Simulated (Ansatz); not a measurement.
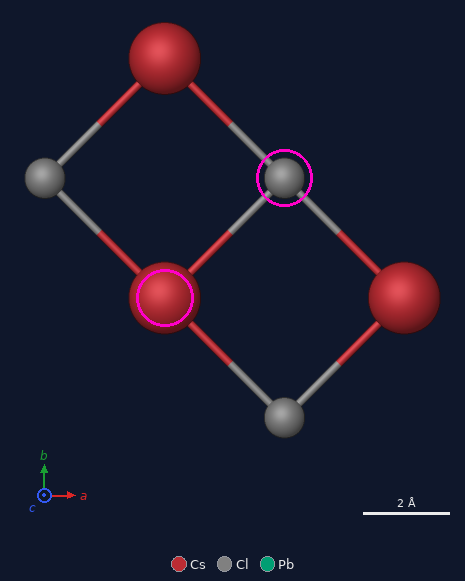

Perfect CsPbCl3. A ball-and-stick model of the atoms within 4.6 Å of one point, in a slice 5.0 Å thick across the line of sight, seen along the c axis.

These are results of DFT, PBEsol, PAW, plane waves (Ansatz), not measurements. (plane-wave cutoff 420 eV; k-point mesh 1 × 1 × 1; mesh shifted by (0.25, 0.25, 0.25); no spin polarisation) Fermi-Dirac smearing of 0.01 eV. The axes drawn are those of the host's conventional cell.

A chlorine atom is replaced by caesium and a caesium atom is replaced by chlorine, the two sites 4.0 Å apart at the ringed places, in charge state 0. The supercell has 40 sites, and the atoms are relaxed at the host's cell.

> Predict the relaxed surroundings of the defect.

In the host the Cl atom has 2 Pb at 2.81 Å; the Cs atom ends with 6 Cl at 3.10 to 3.70 Å. In the host the Cs atom has 12 Cl at 3.97 Å; the Cl atom ends with 2 Pb at 2.88 to 3.08 Å, 1 Cs at 3.10 Å, 1 Cl at 3.12 Å. Of the host's atoms, a chlorine atom moves furthest from its site, by 1.51 Å. The Cs atom itself moves 3.59 Å from where it was put. The Cl atom itself moves 2.37 Å from where it was put.

The relaxed defect, seen from the same direction:

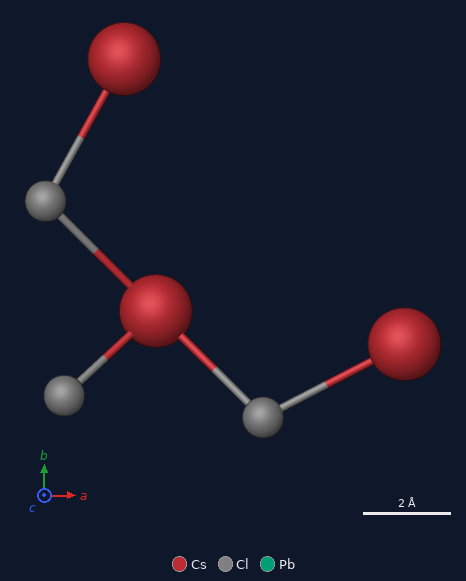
